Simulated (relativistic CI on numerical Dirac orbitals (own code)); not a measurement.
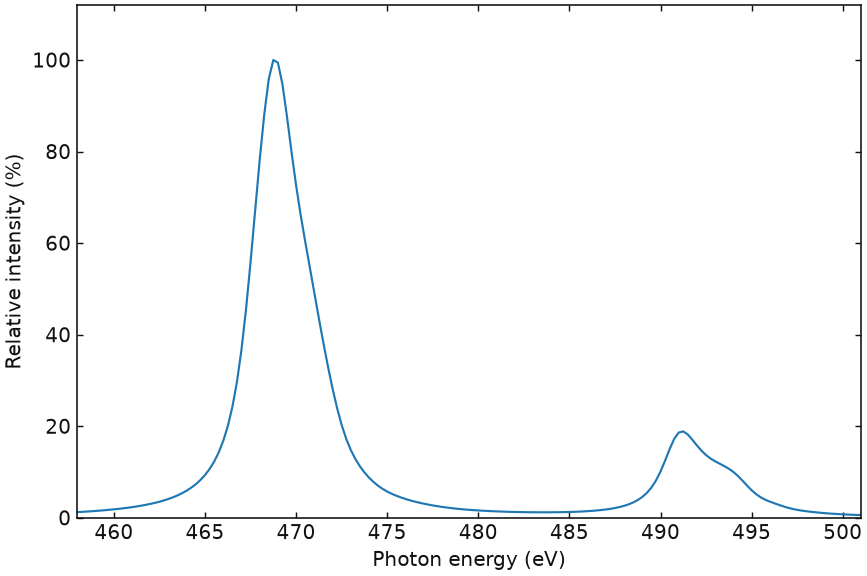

Computed core-level spectrum (absorption) of an ion of charge +4 in a field of D4h symmetry with 10Dq = 18,650, Ds = −860, Dt = −350 cm⁻¹. Multiplet model: relativistic Dirac–Coulomb–Breit theory, one configuration a step, Slater integrals scaled by 0.8, 300 K, Voigt broadening (Lorentzian 2 eV, Gaussian 0.4 eV full widths), computed with a radial Dirac CI code.

Q: Identify the element and the shell or line.

A: M₂,₃ X-ray absorption of Ru⁴⁺ (ruthenium, Z = 44), initial configuration [Kr] 4d⁴. The main maxima lie at 468.8 eV (100) and 491.2 eV (19), heights in % of the largest; the centroid is at 473.1 eV. The lower edge holds 0.83 of the intensity (branching ratio, edges parted at 486 eV), and the core spin-orbit splitting of the orbitals is 22.6 eV. The ground state has S = 1.42.

Limits of the model: free-ion energies, so absolute edge positions are off by a few eV from solids.
